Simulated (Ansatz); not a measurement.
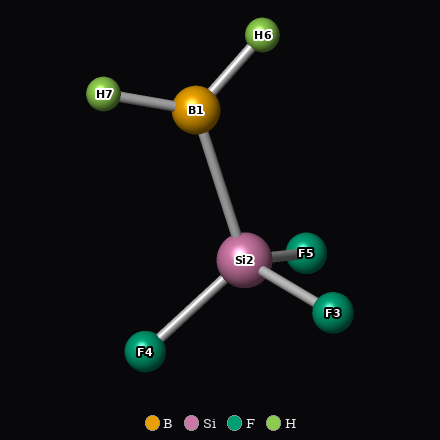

The system is BF₃H₂Si (SMILES B[Si](F)(F)F) with the probe CO; the picture shows it without the atoms that are moved over the map. The probe is moved over a plane parallel to the molecule's main plane, 4.13 Å above it. The first coordinate is: x of the probe's C atom; the second: y of the probe's C atom. Nothing is relaxed (molecule and probe rigid, the probe upright with C nearest the plane). Grid: 17 × 13 points. Points are written as (first, second). Energies: cm⁻¹, counted from the lowest grid point. The calculation used RKS PBE-D4/def2-SVPD (Ansatz).

Range: x of the probe's C atom from −3.84 to 3.84 Å; y of the probe's C atom from −2.88 to 2.88 Å.

Q: What landscape does the calculation give?

A: The lowest grid point is at (−1.44 Å, −0.96 Å). The highest grid point, (0.96 Å, 0.00 Å), lies 1010 cm⁻¹ above the lowest. Near the minimum the curvatures are about 0.013 and 0.032 eV/Å² along the soft and the stiff direction.

```
y of the probe's C atom ↓, x of the probe's C atom →  −3.36  −2.40  −1.44  −0.48  0.48  1.44  2.40  3.36
                                                2.88    306    258    225    221   252   299   349   391
                                                2.40    259    197    154    153   206   267   322   374
                                                1.92    207    137     86     98   199   265   301   356
                                                1.44    159     90     37     86   288   338   298   339
                                                0.96    121     64     15    136   506   508   319   326
                                                0.48     99     56     15    219   781   717   354   317
                                                0.00     94     56     17    264   927   825   372   315
                                               −0.48    106     59      9    229   820   745   359   318
                                               −0.96    127     60      0    145   552   543   327   326
                                               −1.44    158     74     13     84   315   360   302   339
                                               −1.92    200    114     57     84   204   272   302   355
                                               −2.40    247    172    124    132   197   263   320   373
                                               −2.88    293    235    198    199   238   292   346   390
```

The table holds every second grid line.

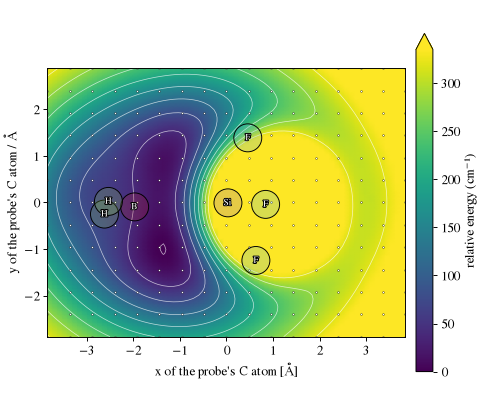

Drawn: a smooth colour map with a few white contour lines, dots at the grid points, labelled circles for the molecule's atoms, projected on the plane, one colour for all values above the top of the scale. Between grid points the surface is interpolated.

The whole map (221 points run) took 29 min on 1 thread of Arm Neoverse V2 (shared host).
